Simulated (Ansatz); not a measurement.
# UBHLYP/STO-3G run of SiH2Cl (chlorosilyl radical)

Aim: the vertical doublet–quartet gap of SiH2Cl (chlorosilyl radical) at UBHLYP/STO-3G, from 2 runs. 

The calculation is run with Ansatz 0.2.0.

52 further runs of the same task are left out: 52 set aside as unsound or not needed.

## 1. The structure to begin with

SiH2Cl has 4 atoms, charge 0, and is taken as a doublet. SMILES: `[SiH2]Cl`. Geometry: relaxed at GFN2-xTB.

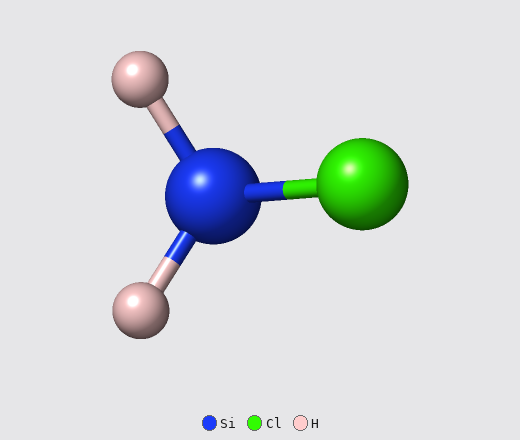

The structure, seen from a chosen angle (silicon blue, chlorine green, hydrogen pink).

## 2. A single-point energy at UBHLYP/STO-3G

in.yaml reads:

```yaml
crystal:
  periodic: [false, false, false]
  atoms:
    - {symbol: Si, position_ang: [-0.283580, 0.237700, 0.131590]}
    - {symbol: Cl, position_ang: [1.597690, -0.059610, 0.811090]}
    - {symbol: H, position_ang: [-1.065000, -0.978280, 0.263310]}
    - {symbol: H, position_ang: [-0.249110, 0.800200, -1.205980]}
basis:
  gaussian: {orbitals: STO-3G}
hamiltonian: {xc: {name: BHLYP}}
accuracy: high
magnetization: {spin_polarized: true, initial_magnetization: 1}
```

The run is started by

```
$ ansatz run in.yaml --threads 1 --pin off --max-ram 2610MiB --events-out events.jsonl --progress --plain --runs-dir runs
```

Log:

```text
Warning: RAYON_NUM_THREADS=1 ignored (pool sized by the plan → 1); use --threads N
Functional definition: BHLYP
  name "BHLYP"
  parameter a = 0.5
  exchange = (1 - a)*b88_x + a*exact_x
  correlation = lyp_c
341 factors; integrals over basis functions are off by at most 3.1e-9 eV
mean field evaluation 1: about -20204.0891 eV, gradient 9.2e0 eV
mean field evaluation 2: about -20204.8875 eV, gradient 3.7e0 eV
mean field evaluation 4: about -20205.0126 eV, gradient 1.3e-1 eV
mean field evaluation 8: about -20205.0099 eV, gradient 1.5e-3 eV
mean field evaluation 16: about -20205.0099 eV, gradient 1.5e-7 eV
mean field -20205.00991445 eV, -742.5204189083 hartree, gradient 1.8e-8 eV, S^2 0.750447; 0 other end points of the search recorded, 0 dependent functions left out
reference -20205.00993176 eV, -742.5204195447 hartree; 17, 16 occupied and 3, 4 virtual orbitals, 341 factors
Total energy: -20205.00993176 eV, -742.5204195447 hartree
```

Run time: 1.5 s. Hardware: 1 thread of AMD EPYC 7R43 (Zen 3), shared host; peak memory 0.14 GiB.

## 3. The quartet at the same level

run.yaml reads:

```yaml
crystal:
  periodic: [false, false, false]
  atoms:
    - symbol: Si
      position_ang: [-0.283580, 0.237700, 0.131590]
    - symbol: Cl
      position_ang: [1.597690, -0.059610, 0.811090]
    - symbol: H
      position_ang: [-1.065000, -0.978280, 0.263310]
    - symbol: H
      position_ang: [-0.249110, 0.800200, -1.205980]
basis:
  gaussian:
    orbitals: STO-3G
magnetization:
  spin_polarized: true
  initial_magnetization: 3
hamiltonian:
  xc: {name: BHLYP}
accuracy: high
```

The run is started by

```
$ ansatz run run.yaml --threads 1 --pin off --max-ram 2610MiB --events-out events.jsonl --progress --plain --runs-dir runs
```

Log:

```text
Warning: RAYON_NUM_THREADS=1 ignored (pool sized by the plan → 1); use --threads N
[... 5 set-up lines as earlier in the session ...]
341 factors; integrals over basis functions are off by at most 3.1e-9 eV
mean field evaluation 1: about -20193.8519 eV, gradient 5.9e0 eV
mean field evaluation 2: about -20194.4532 eV, gradient 5.7e0 eV
mean field evaluation 4: about -20194.9130 eV, gradient 7.4e-1 eV
mean field evaluation 8: about -20194.9683 eV, gradient 1.1e-2 eV
mean field evaluation 16: about -20194.9683 eV, gradient 3.4e-5 eV
mean field evaluation 32: about -20194.8416 eV, gradient 1.2e0 eV
mean field -20194.96831978 eV, -742.1513971109 hartree, gradient 2.1e-8 eV, S^2 3.751172; 4 other end points of the search recorded, 0 dependent functions left out
reference -20194.96833728 eV, -742.1513977539 hartree; 18, 15 occupied and 2, 5 virtual orbitals, 341 factors
Total energy: -20194.96833728 eV, -742.1513977539 hartree
```

It took 2 s on 1 thread of AMD EPYC 7R43 (Zen 3), shared host; peak memory 0.14 GiB.

## 4. Outcome

Level: UBHLYP/STO-3G.

| quantity | value |
| --- | --- |
| doublet: total energy | -742.52042 Eh |
| doublet: ⟨S²⟩ | 0.750 |
| quartet: total energy | -742.15140 Eh |
| quartet: ⟨S²⟩ | 3.751 |
| vertical energy of the quartet above the doublet | 10.042 eV |

What this shows: At this shape the quartet lies 10.04 eV (232 kcal/mol) above the doublet. In a minimal basis such a difference can be off by several eV, whatever the method.
